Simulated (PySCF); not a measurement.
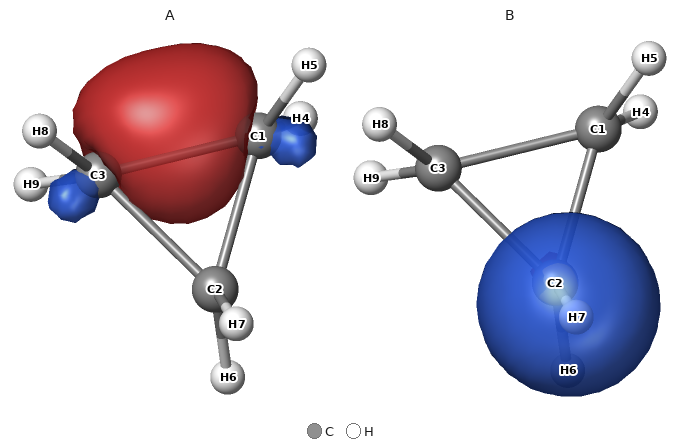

Figure. C$_{3}$H$_{6}$, SMILES `C1CC1`. Foster–Boys orbitals, occupied; each surface holds about 70 % of the orbital's density. Energies are diagonal elements of the Fock matrix.

Computed with PySCF, HF/def2-SVP, geometry: GFN2-xTB. No frequency check shows the geometry to be a minimum.

Geometry (Å), atoms numbered from 1:

```
C1      -0.6445   -0.5755    0.0000
C2      -0.1761    0.8459   -0.0001
C3       0.8206   -0.2705    0.0001
H4      -1.0859   -0.9690   -0.9031
H5      -1.0859   -0.9692    0.9028
H6      -0.2963    1.4250   -0.9029
H7      -0.2969    1.4247    0.9030
H8       1.3824   -0.4554    0.9029
H9       1.3822   -0.4558   -0.9030
```

What does each orbital represent in a Lewis picture?

By panel:
- A: bent (banana) bond C1–C3 (C1 49 %, C3 49 %; −17.9 eV)
- B: σ bond C2–H7 (C2 54 %, H7 45 %; −18.0 eV)

Cost of the run: 1.1 s on 1 thread of Intel(R) Xeon(R) Platinum 8375C CPU @ 2.90GHz (Ice Lake) (shared host), peak memory 0.32 GiB.
